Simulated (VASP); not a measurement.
Band structure of HfGe (relaxed from the CsCl structure, space group Pm-3m). Level of theory: r2SCAN meta-GGA, VASP's PBE PAW potentials (set 64) (plane waves; VASP).

Unless said otherwise, spin-orbit coupling is left out, though it shifts the bands of the heavy elements here.

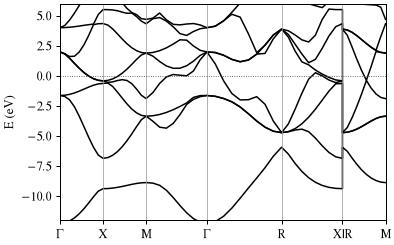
Fig. 1. Bands along high-symmetry lines, zero at the valence-band maximum or, without a gap, the Fermi level

Q: Read the plot: is there a gap, and where are the band edges?

A: It has no gap at this level: it comes out as a metal or semimetal.

The structure was generated: HfGe was put into the CsCl type (Pm-3m), which need not be its known phase. It was relaxed first.
